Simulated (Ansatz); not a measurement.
# Is CuBW in the AlB2 type a stable metal?, part 3 of 3

Question: is the lattice of CuBW in the AlB2 type stable, and if so, what are its coupling constant and resistivity?

Ansatz 0.2.0; DFT PBE, scalar-relativistic, plane waves, PAW; PAW set soft_1.

So far, lowest on path (cm⁻¹): step 4 (phonons by linear response: q 2×2×2, k 6×6×6) -64.0; step 5 (k-mesh 9×9×8, q mesh 3×3×2) -67.2. The relaxed cell has a = 3.452, c = 3.240 Å (conventional setting).

The structure was built from a prototype and need not be the compound's stable phase.

**6. Lattice stability: Fermi–Dirac smearing of 0.3 eV**

The phonons are repeated on the same meshes with a wide Fermi–Dirac smearing, to see whether the soft mode comes from sharp features of the Fermi surface.

input.yaml reads:

```yaml
crystal:
  lattice:
    - [3.4521936748, -2.9646e-06, 0.0]
    - [-1.72609427, 2.9896889035, 0.0]
    - [0.0, 0.0, 3.2399422632]
  atoms:
    - { symbol: W, position: [0.0, 0.0, 0.0] }
    - { symbol: B, position: [0.3333333333, 0.6666666667, 0.5] }
    - { symbol: Cu, position: [0.6666666667, 0.3333333333, 0.5] }
kpoints:
  mp_grid: { grid: [9, 9, 8] }
hamiltonian:
  xc: pbe
  pseudopotentials: { kind: paw, azcp: { folder: soft_1 } }
scf:
  occupations: { method: fermi_dirac, width: 0.3 }
output:
  eigenvalues: true
phonons:
  method: dfpt
  qmesh: [3, 3, 2]
  temperatures: { t_max: 1000, t_step: 50 }
  qpath:
    path:
      - [[0.0, 0.0, 0.0], [0.5, 0.0, 0.0], [0.33333333, 0.33333333, 0.0], [0.0, 0.0, 0.0], [0.0, 0.0, 0.5], [0.5, 0.0, 0.5], [0.33333333, 0.33333333, 0.5], [0.0, 0.0, 0.5]]
      - [[0.5, 0.0, 0.5], [0.5, 0.0, 0.0]]
      - [[0.33333333, 0.33333333, 0.5], [0.33333333, 0.33333333, 0.0]]
    npoints: 10
```

Started as:

```bash
> ansatz run input.yaml --threads 4 --pin off --max-ram 12288MiB --backend cpu --events-out ev --progress --plain --runs-dir out
```

Numbers of over 12 decimals in the logs are rounded to 6 here.

Log:

```text
[...]
band count auto-derived: 23 (N_el = 36.0; filled up to band 18; 22 by the electrons, moments and atoms)
[...]
Crystal: 3 atoms, lattice volume = 33.439 Å³
Basis set: ecut = 420 eV, 647 PW (Γ), exchange–correlation on 48×48×48 points (8 copies of the dense FFT grid, shifted against one another)
Bands: 23, of which v1, the nominal top of the filled ones, is band 18 counted from 1 (17 counted from 0)
Symmetry: 12 space group operations
k-points: 60 of 648 (time reversal used)
[...]
SCF iter   1: F=—  HF=-17168.742202 eV  |F-HF|=—  |Δ(HF+E_count)|=         —  Δρ=1.98e-1  dr2=1.18e1  ethr=3.10e-3  ⟨swp⟩=4.2  Hψ=4794  notcnv=0
[...]
SCF iter  11: F=-17166.294438 eV  HF=-17166.294438 eV  |F-HF|=7.28e-12  |Δ(HF+E_count)|=  2.18e-11  Δρ=3.89e-8  dr2=1.75e-13  ethr=1.00e-12  ⟨swp⟩=5.0  Hψ=5566  notcnv=0
SCF 1 converged in 11 iterations: F = -17166.294438 eV  dr2 = 1.75e-13
[...]
SCF iter   7: F=-17166.294438 eV  HF=-17166.294438 eV  |F-HF|=0.00e0  |Δ(HF+E_count)|=  7.28e-12  Δρ=4.53e-8  dr2=4.80e-13  ethr=1.00e-12  ⟨swp⟩=1.0  Hψ=3000  notcnv=0
SCF 2 converged in 7 iterations: F = -17166.294438 eV  dr2 = 4.80e-13
[...]
SCF converged after 11 iterations
Free energy (F): -17166.294438 eV
[...]
Internal energy: -17165.999871 eV  (E = F + TS)
E sigma→0 (E₀):  -17166.147155 eV
Entropy (-TS):   -0.294567 eV (-98.189 meV/atom)
Fermi energy:    19.023339 eV
[...]
--- Band table (eV; the first three rows and the last of 60) ---
  k-point 0: bands = [... 14 lower, 16.8442, 16.8442, 17.3099, 19.3509, 20.1223, 20.1223, 24.0513, 24.1570, ... 1 higher]
  k-point 1: bands = [... 14 lower, 17.0149, 17.0149, 17.1422, 19.1139, 19.8811, 19.8811, 24.1365, 24.1365, ... 1 higher]
  k-point 2: bands = [... 14 lower, 16.3518, 17.5611, 17.5611, 19.4578, 19.4829, 19.4829, 23.4534, 23.4534, ... 1 higher]
  k-point 59: bands = [... 14 lower, 15.3483, 15.9508, 16.2375, 16.5817, 20.8468, 23.2054, 23.3548, 23.5770, ... 1 higher]
[...]
ASR residual: 9.491e-4 → 0.000e0 eV/Å²; symmetrization residual: 1.783e-6 eV/Å²
  ASR residual per site (eV/Å²): 9.49e-4 1.53e-4 5.52e-4
  Γ frequencies (cm⁻¹): 0.00 0.00 0.00 137.01 232.55 232.55 257.26 615.02 615.02
--- Phonons (arbitrary-q DFPT): 6 irreducible q on the 3×3×2 mesh ---
[...]
interpolated dispersion: 93 rows × 9 modes
[...]
```

Wall time 3.1 min (4 threads of Arm Neoverse V2, shared host); peak memory 1.1 GiB.

Numbers from this step:

- share of imaginary modes in the plain interpolation between solved wavevectors: 0.0189
- highest frequency, solved or plainly interpolated: 660.4 cm⁻¹

Solved on the 3×3×2 mesh alone; all other wavevectors are interpolated. The phonon branches at the labelled points (cm⁻¹):

```
    point  branch 1  branch 2  branch 3  branch 4  branch 5  branch 6  branch 7  branch 8  branch 9
        Γ         0         0         0       137       233       233       257       615       615
        M        30       118       119       165       237       240       298       627       644
        K        80       126       140       167       204       222       321       605       660
        Γ         0         0         0       137       233       233       257       615       615
        A       130       130       161       208       208       229       330       610       610
        L       -58       116       132       192       261       288       314       617       632
        H       -64        65       107       258       266       277       302       609       640
        A       130       130       161       208       208       229       330       610       610
jump to L       -58       116       132       192       261       288       314       617       632
        M        30       118       119       165       237       240       298       627       644
jump to H       -64        65       107       258       266       277       302       609       640
        K        80       126       140       167       204       222       321       605       660
```

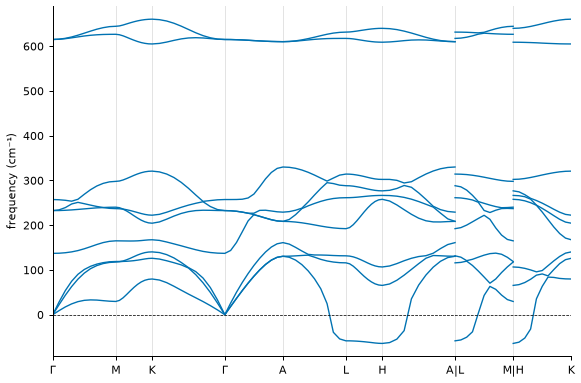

Phonon branches along the path.

Lowest modes at the softest wavevector of the mesh. Modes at q = (-0.333, -0.333, 0.500), with each element's share of the kinetic energy (negative means imaginary):

```
mode  frequency (cm⁻¹)  W %  B %  Cu %
   1             -64.3   77    0    23
   2              65.4   67    3    29
   3             106.6   97    3     0
   4             257.8   32    9    58
   5             266.5   23    0    77
   6             276.7    3   97     0
```

Among the solved wavevectors the lowest mode, translations apart, is -64.3 cm⁻¹, imaginary.

For the lowest on path, step 5 gave -67.2 cm⁻¹; this run, with occupations Fermi-Dirac and smearing width 0.3 eV, gives -64.3 cm⁻¹.

**7. What came out**

- phonon run of the rows without a label of their own: PBE, q 3×3×2, k 9×9×8
- softest mode on the q mesh: -67.2 cm⁻¹ at q = (-0.333, -0.333, 0.5)
- highest frequency, solved or plainly interpolated: 662 cm⁻¹

The lattice is dynamically unstable at this level: a mode at q = (-0.333, -0.333, 0.5) is imaginary, 67.2i cm⁻¹, so no harmonic coupling constant or resistivity is defined for this structure. These meshes are coarse, and single modes of a metal can move by tens of cm⁻¹ with the k mesh. The coarser mesh found an imaginary mode at another wavevector, which this mesh lacks. Spin–orbit coupling, left out here, matters for W. The phonon runs are not spin-polarised. The structure was built by hand as an ordered model, and its stability against other phases was not tested.

[Logs are printed without paths, hosts, clocks, repeated set-up lines and the standing remarks that a program may print on its own settings, such as how far it seeks lower states.]

[Hosts, paths, dates, database ids (printed as entryN), source tags and the programs' standing remarks are cut or masked in the printed files.]
